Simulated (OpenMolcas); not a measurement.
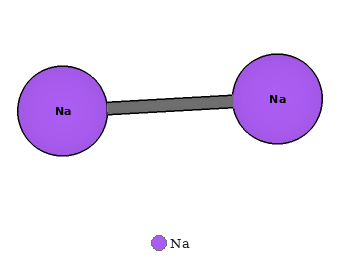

The molecule at the reference distance of 3.090 Å.

# Run report: Na₂, relativistic diatomic calculation (part 1 of 2)

Na₂. Computed at this level: SA-CASSCF(2,8)/XMS-CASPT2 + RASSI spin-orbit (X2C scalar, AMFI), ANO-RCC-VTZP (OpenMolcas).

**Summary**

- outcome: converged
- lowest spin-free state: ¹Σ
- lowest spin-orbit level: Ω = 0, −324.46713 hartree
- next level: Ω = 0, 8,419 cm⁻¹
- hardware: 1 thread of Intel Xeon (Granite Rapids), 64 GiB of memory available, shared host
- wall time: 17 s

**Input file**
```
&GATEWAY
Coord
2
angstrom
Na 0.0 0.0 0.0
Na 0.0 0.0 3.0900
Basis=ANO-RCC-VTZP
Group=XY
RX2C
AMFI
ANGMom
0.0 0.0 0.0
RICD
&SEWARD
&GUESSORB
&RASSCF
FileOrb=$CurrDir/o11.orb
Symmetry=1
Spin=1
nActEl=2 0 0
Inactive=6 4
RAS2=4 4
CIRoot=4 4 1
Linear
Iterations=120 100
OrbListing=Nothing
PRWF=0.15
>>COPY $Project.RasOrb $CurrDir/o11.orb
>>COPY $Project.rasscf.h5 $CurrDir/r11.h5
&CASPT2
XMultistate=all
Imaginary=0.2
IPEA=0.25
MaxIter=40
>>COPY $Project.JobMix JOB001
&RASSCF
FileOrb=$CurrDir/o31.orb
Symmetry=1
Spin=3
nActEl=2 0 0
Inactive=6 4
RAS2=4 4
CIRoot=5 5 1
Linear
Iterations=120 100
OrbListing=Nothing
PRWF=0.15
>>COPY $Project.RasOrb $CurrDir/o31.orb
>>COPY $Project.rasscf.h5 $CurrDir/r31.h5
&CASPT2
XMultistate=all
Imaginary=0.2
IPEA=0.25
MaxIter=40
>>COPY $Project.JobMix JOB002
&RASSCF
FileOrb=$CurrDir/o32.orb
Symmetry=2
Spin=3
nActEl=2 0 0
Inactive=6 4
RAS2=4 4
CIRoot=6 6 1
Linear
Iterations=120 100
OrbListing=Nothing
PRWF=0.15
>>COPY $Project.RasOrb $CurrDir/o32.orb
>>COPY $Project.rasscf.h5 $CurrDir/r32.h5
&CASPT2
XMultistate=all
Imaginary=0.2
IPEA=0.25
MaxIter=40
>>COPY $Project.JobMix JOB003
&RASSCF
CIOnly
FileOrb=$CurrDir/ref.orb
Symmetry=2
Spin=1
nActEl=2 0 0
Inactive=6 4
RAS2=4 4
CIRoot=4 4 1
Linear
Iterations=120 100
OrbListing=Nothing
PRWF=0.15
>>COPY $Project.RasOrb $CurrDir/o12.orb
>>COPY $Project.rasscf.h5 $CurrDir/r12.h5
&CASPT2
XMultistate=all
Imaginary=0.2
IPEA=0.25
MaxIter=40
>>COPY $Project.JobMix JOB004
&RASSI
Nr of JobIphs=4 4 5 6 4
1 2 3 4
1 2 3 4 5
1 2 3 4 5 6
1 2 3 4
SpinOrbit
EJob
Omega
MEES
MESO
Properties=4
'AngMom' 3 'Mltpl  1' 1 'Mltpl  1' 2 'Mltpl  1' 3
Thrs=1.0d-4
>>COPY $Project.rassi.h5 $CurrDir/so.h5
```

The first orbital files come from an earlier step.

Run as:
```bash
pymolcas m.inp (one call a module block, same work directory)
```

**Log (extracts)**
```
++    Wave function specifications:
      Number of closed shell electrons          20
      Number of electrons in active shells       2
      Number of inactive orbitals               10
      Number of active orbitals                  8
      Number of secondary orbitals              50
      Spin quantum number                      0.0
      State symmetry                             1
++    Orbital specifications:
      Symmetry species                           1   2
                                                 a   b
      Frozen orbitals                            0   0
      Inactive orbitals                          6   4
      Active orbitals                            4   4
      RAS2 orbitals                              4   4
      Secondary orbitals                        26  24
      Number of basis functions                 36  32
      printout of CI-coefficients larger than  0.15 for root  1
      energy=    -324.154452
      conf/sym  1111 2222     Coeff  Weight
             5  0ud0 0000   0.38375 0.14727
             6  0020 0000  -0.87890 0.77247
            10  0002 0000   0.16507 0.02725
      printout of CI-coefficients larger than  0.15 for root  2
      energy=    -324.086767
      conf/sym  1111 2222     Coeff  Weight
             9  00ud 0000   0.96972 0.94035
      printout of CI-coefficients larger than  0.15 for root  3
      energy=    -324.055935
      conf/sym  1111 2222     Coeff  Weight
             3  0200 0000   0.20265 0.04107
             5  0ud0 0000  -0.71812 0.51569
             6  0020 0000  -0.35867 0.12864
            10  0002 0000  -0.49973 0.24973
            16  0000 0020   0.17339 0.03006
            20  0000 0002   0.17339 0.03006
      printout of CI-coefficients larger than  0.15 for root  4
      energy=    -323.995860
      conf/sym  1111 2222     Coeff  Weight
             3  0200 0000   0.27846 0.07754
             5  0ud0 0000   0.54600 0.29811
            10  0002 0000  -0.75204 0.56556
      Natural orbitals and occupation numbers for root  1
      sym 1:   0.000104   0.005744   1.835023   0.073197
      sym 2:   0.000246   0.000246   0.042720   0.042720
      Natural orbitals and occupation numbers for root  2
      sym 1:   0.006343   0.006344   0.961807   0.961800
      sym 2:   0.015925   0.015925   0.015927   0.015927
      Natural orbitals and occupation numbers for root  3
      sym 1:   0.004530   0.504357   0.866445   0.503893
      sym 2:   0.000259   0.000259   0.060128   0.060128
      Natural orbitals and occupation numbers for root  4
      sym 1:   0.000868   0.654132   0.105343   1.138141
      sym 2:   0.040960   0.040960   0.009798   0.009798
      RASSCF energy for state  4                   -323.99585977
::    RASSCF root number  1 Total energy:   -324.15445208
::    RASSCF root number  2 Total energy:   -324.08676713
::    RASSCF root number  3 Total energy:   -324.05593514
::    RASSCF root number  4 Total energy:   -323.99585977
      Von Neumann Entropy (Root   1) =  0.55384
++    Wave function specifications:
      Number of closed shell electrons          12
      Number of electrons in active shells       2
      Number of inactive orbitals                6
      Number of active orbitals                  8
      Number of secondary orbitals              50
      Spin quantum number                      0.0
      State symmetry                             1
      Number of CSFs                            20
      Number of CASSCF root(s) available         4
      CASPT2 state passed to geometry opt.       4
      A file JOBMIX will be created
      This is a MULTI-STATE CASSCF reference
      Number of CI roots used                    4
      These are:                                 1   2   3   4
      Off-diagonal elements of Heff are computed
  FINAL CASPT2 RESULT:
      Reference energy:        -324.1544520788
      E2 (Non-variational):      -0.3120474285
      Shift correction:          -0.0007859865
      E2 (Variational):          -0.3128334150
      Total energy:            -324.4672854939
      Reference weight:           0.96111
  FINAL CASPT2 RESULT:
      Reference energy:        -324.0867671258
      E2 (Non-variational):      -0.3078211788
      Shift correction:          -0.0006515684
      E2 (Variational):          -0.3084727472
      Total energy:            -324.3952398731
      Reference weight:           0.96330
  FINAL CASPT2 RESULT:
      Reference energy:        -324.0559351419
      E2 (Non-variational):      -0.3084582385
      Shift correction:          -0.0008228735
      E2 (Variational):          -0.3092811120
      Total energy:            -324.3652162540
      Reference weight:           0.96269
  FINAL CASPT2 RESULT:
      Reference energy:        -323.9958597749
      E2 (Non-variational):      -0.3108177362
      Shift correction:          -0.0018499474
      E2 (Variational):          -0.3126676836
      Total energy:            -324.3085274585
      Reference weight:           0.95740
       Total XMS-CASPT2 energies:
::    XMS-CASPT2 Root  1     Total energy:   -324.46713197
::    XMS-CASPT2 Root  2     Total energy:   -324.39523987
::    XMS-CASPT2 Root  3     Total energy:   -324.36527684
::    XMS-CASPT2 Root  4     Total energy:   -324.30862039
++    Wave function specifications:
      Number of closed shell electrons          20
      Number of electrons in active shells       2
      Number of inactive orbitals               10
      Number of active orbitals                  8
      Number of secondary orbitals              50
      Spin quantum number                      1.0
      State symmetry                             1
      printout of CI-coefficients larger than  0.15 for root  1
      energy=    -324.119577
      conf/sym  1111 2222     Coeff  Weight
             5  0u0u 0000   0.18208 0.03315
             6  00uu 0000  -0.97423 0.94912
      printout of CI-coefficients larger than  0.15 for root  2
      energy=    -324.065522
      conf/sym  1111 2222     Coeff  Weight
             3  0uu0 0000   0.99244 0.98494
      printout of CI-coefficients larger than  0.15 for root  3
      energy=    -323.999872
      conf/sym  1111 2222     Coeff  Weight
             2  u0u0 0000   0.98285 0.96599
      printout of CI-coefficients larger than  0.15 for root  4
      energy=    -323.993237
      conf/sym  1111 2222     Coeff  Weight
            12  0000 00uu   0.98929 0.97869
      printout of CI-coefficients larger than  0.15 for root  5
      energy=    -323.991481
      conf/sym  1111 2222     Coeff  Weight
             5  0u0u 0000   0.97369 0.94806
             6  00uu 0000   0.18192 0.03309
      Natural orbitals and occupation numbers for root  1
      sym 1:   0.004182   0.004182   0.988130   0.988130
      sym 2:   0.003844   0.003844   0.003844   0.003844
      Natural orbitals and occupation numbers for root  2
      sym 1:   0.015061   0.984939   0.984939   0.015061
      sym 2:   0.000000   0.000000   0.000000   0.000000
      Natural orbitals and occupation numbers for root  3
      sym 1:   0.968919   0.012826   0.968919   0.012826
      sym 2:   0.009127   0.009127   0.009127   0.009127
      Natural orbitals and occupation numbers for root  4
      sym 1:   0.000000   0.000000   0.000000   0.000000
      sym 2:   0.021309   0.021309   0.978691   0.978691
      Natural orbitals and occupation numbers for root  5
      sym 1:   0.012087   0.981750   0.012087   0.981750
      sym 2:   0.003081   0.003081   0.003081   0.003081
      RASSCF energy for state  5                   -323.99148083
::    RASSCF root number  1 Total energy:   -324.11957698
::    RASSCF root number  2 Total energy:   -324.06552189
::    RASSCF root number  3 Total energy:   -323.99987188
::    RASSCF root number  4 Total energy:   -323.99323692
::    RASSCF root number  5 Total energy:   -323.99148083
      Von Neumann Entropy (Root   1) =  1.11175
++    Wave function specifications:
      Number of closed shell electrons          12
      Number of electrons in active shells       2
      Number of inactive orbitals                6
      Number of active orbitals                  8
      Number of secondary orbitals              50
      Spin quantum number                      1.0
      State symmetry                             1
      Number of CSFs                            12
      Number of CASSCF root(s) available         5
      CASPT2 state passed to geometry opt.       5
      A file JOBMIX will be created
      This is a MULTI-STATE CASSCF reference
      Number of CI roots used                    5
      These are:                                 1   2   3   4   5
      Off-diagonal elements of Heff are computed
  FINAL CASPT2 RESULT:
      Reference energy:        -324.1195769790
      E2 (Non-variational):      -0.3077584390
      Shift correction:          -0.0003026019
      E2 (Variational):          -0.3080610409
      Total energy:            -324.4276380199
      Reference weight:           0.96570
  FINAL CASPT2 RESULT:
      Reference energy:        -324.0655218850
      E2 (Non-variational):      -0.3078735561
      Shift correction:          -0.0006157361
      E2 (Variational):          -0.3084892922
      Total energy:            -324.3740111772
      Reference weight:           0.96337
  FINAL CASPT2 RESULT:
      Reference energy:        -323.9998718770
      E2 (Non-variational):      -0.3084454673
      Shift correction:          -0.0006756159
      E2 (Variational):          -0.3091210832
      Total energy:            -324.3089929602
      Reference weight:           0.96336
  FINAL CASPT2 RESULT:
      Reference energy:        -323.9932369151
      E2 (Non-variational):      -0.3038944104
      Shift correction:          -0.0003299882
      E2 (Variational):          -0.3042243986
      Total energy:            -324.2974613137
      Reference weight:           0.96564
  FINAL CASPT2 RESULT:
      Reference energy:        -323.9914808270
      E2 (Non-variational):      -0.3080935411
      Shift correction:          -0.0009572476
      E2 (Variational):          -0.3090507887
      Total energy:            -324.3005316157
      Reference weight:           0.96259
       Total XMS-CASPT2 energies:
::    XMS-CASPT2 Root  1     Total energy:   -324.42877086
::    XMS-CASPT2 Root  2     Total energy:   -324.37401118
::    XMS-CASPT2 Root  3     Total energy:   -324.30974663
::    XMS-CASPT2 Root  4     Total energy:   -324.29864511
::    XMS-CASPT2 Root  5     Total energy:   -324.29746131
++    Wave function specifications:
      Number of closed shell electrons          20
      Number of electrons in active shells       2
      Number of inactive orbitals               10
      Number of active orbitals                  8
      Number of secondary orbitals              50
      Spin quantum number                      1.0
      State symmetry                             2
      printout of CI-coefficients larger than  0.15 for root  1
      energy=    -324.097502
      conf/sym  1111 2222     Coeff  Weight
            12  00u0 000u   0.99459 0.98922
      printout of CI-coefficients larger than  0.15 for root  2
      energy=    -324.097502
      conf/sym  1111 2222     Coeff  Weight
            11  00u0 00u0   0.99459 0.98922
      printout of CI-coefficients larger than  0.15 for root  3
      energy=    -324.035986
      conf/sym  1111 2222     Coeff  Weight
             9  00u0 u000   0.99442 0.98887
      printout of CI-coefficients larger than  0.15 for root  4
      energy=    -324.035986
      conf/sym  1111 2222     Coeff  Weight
            10  00u0 0u00   0.99442 0.98887
      printout of CI-coefficients larger than  0.15 for root  5
      energy=    -324.012182
      conf/sym  1111 2222     Coeff  Weight
             6  0u00 0u00  -0.19285 0.03719
            16  000u 000u   0.97717 0.95487
      printout of CI-coefficients larger than  0.15 for root  6
      energy=    -324.012182
      conf/sym  1111 2222     Coeff  Weight
             5  0u00 u000  -0.19285 0.03719
            15  000u 00u0   0.97717 0.95487
      Natural orbitals and occupation numbers for root  1
      sym 1:   0.000000  -0.000000   0.989365   0.010635
      sym 2:   0.000000   0.010635   0.000000   0.989365
      Natural orbitals and occupation numbers for root  2
      sym 1:  -0.000000  -0.000000   0.989365   0.010635
      sym 2:   0.010635   0.000000   0.989365   0.000000
      Natural orbitals and occupation numbers for root  3
      sym 1:  -0.000000  -0.000000   0.988901   0.011099
      sym 2:   0.988901   0.000000   0.011099   0.000000
      Natural orbitals and occupation numbers for root  4
      sym 1:  -0.000000  -0.000000   0.988901   0.011099
      sym 2:   0.000000   0.988901   0.000000   0.011099
      Natural orbitals and occupation numbers for root  5
      sym 1:  -0.000000   0.045066  -0.000000   0.954934
      sym 2:   0.000000   0.045066   0.000000   0.954934
      Natural orbitals and occupation numbers for root  6
      sym 1:  -0.000000   0.045066  -0.000000   0.954934
      sym 2:   0.045066   0.000000   0.954934   0.000000
      RASSCF energy for state  6                   -324.01218211
::    RASSCF root number  1 Total energy:   -324.09750234
::    RASSCF root number  2 Total energy:   -324.09750234
::    RASSCF root number  3 Total energy:   -324.03598559
::    RASSCF root number  4 Total energy:   -324.03598559
::    RASSCF root number  5 Total energy:   -324.01218211
::    RASSCF root number  6 Total energy:   -324.01218211
      Von Neumann Entropy (Root   1) =  1.08498
++    Wave function specifications:
      Number of closed shell electrons          12
      Number of electrons in active shells       2
      Number of inactive orbitals                6
      Number of active orbitals                  8
      Number of secondary orbitals              50
      Spin quantum number                      1.0
      State symmetry                             2
      Number of CSFs                            16
      Number of CASSCF root(s) available         6
      CASPT2 state passed to geometry opt.       6
      A file JOBMIX will be created
      This is a MULTI-STATE CASSCF reference
      Number of CI roots used                    6
      These are:                                 1   2   3   4   5   6
      Off-diagonal elements of Heff are computed
  FINAL CASPT2 RESULT:
      Reference energy:        -324.0975023368
      E2 (Non-variational):      -0.3075587875
      Shift correction:          -0.0005914694
      E2 (Variational):          -0.3081502570
      Total energy:            -324.4056525938
      Reference weight:           0.96344
  FINAL CASPT2 RESULT:
      Reference energy:        -324.0975023367
      E2 (Non-variational):      -0.3075587843
      Shift correction:          -0.0005914676
      E2 (Variational):          -0.3081502520
      Total energy:            -324.4056525887
      Reference weight:           0.96344
  FINAL CASPT2 RESULT:
      Reference energy:        -324.0359855934
      E2 (Non-variational):      -0.3078405476
      Shift correction:          -0.0007256041
      E2 (Variational):          -0.3085661517
      Total energy:            -324.3445517451
      Reference weight:           0.96261
  FINAL CASPT2 RESULT:
      Reference energy:        -324.0359855930
      E2 (Non-variational):      -0.3078405485
      Shift correction:          -0.0007256044
      E2 (Variational):          -0.3085661529
      Total energy:            -324.3445517459
      Reference weight:           0.96261
  FINAL CASPT2 RESULT:
      Reference energy:        -324.0121821145
      E2 (Non-variational):      -0.3059168039
      Shift correction:          -0.0005193343
      E2 (Variational):          -0.3064361382
      Total energy:            -324.3186182527
      Reference weight:           0.96455
  FINAL CASPT2 RESULT:
      Reference energy:        -324.0121821142
      E2 (Non-variationaSPIN-FREE ENERGIES:
  (Shifted by EMIN (a.u.) =       -324.4671319737)
 SF State       Relative EMIN(au)   Rel lowest level(eV)    D:o, cm**(-1)      Abs_M
     1             0.0000000000        0.0000000000              0.0000         0.0
     5             0.0383611175        1.0438591861           8419.2921         0.0
    10             0.0614793799        1.6729391525          13493.1642         1.0
    11             0.0614793850        1.6729392912          13493.1654         1.0
     2             0.0718921006        1.9562837182          15778.4923         0.0
     6             0.0931207965        2.5339459611          20437.6525         0.0
     3             0.1018551312        2.7716193166          22354.6174         0.0
    16             0.1127354930        3.0676890428          24742.5808         1.0
    17             0.1127355675        3.0676910700          24742.5971         1.0
    12             0.1224836434        3.3329497300          26882.0525         1.0
    13             0.1224836442        3.3329497522          26882.0527         1.0
    18             0.1260565319        3.4301729783          27666.2109         1.0
    19             0.1260567411        3.4301786716          27666.2568         1.0
    14             0.1486103053        4.0438924172          32616.1920         1.0
    15             0.1486103060        4.0438924359          32616.1921         1.0
     7             0.1573853477        4.2826734870          34542.0912         0.0
     4             0.1585115835        4.3133199221          34789.2713         0.0
     8             0.1684868600        4.5847610237          36978.5915         0.0
     9             0.1696706600        4.6169738634          37238.4056         0.0
```

(Continued in part 2.)
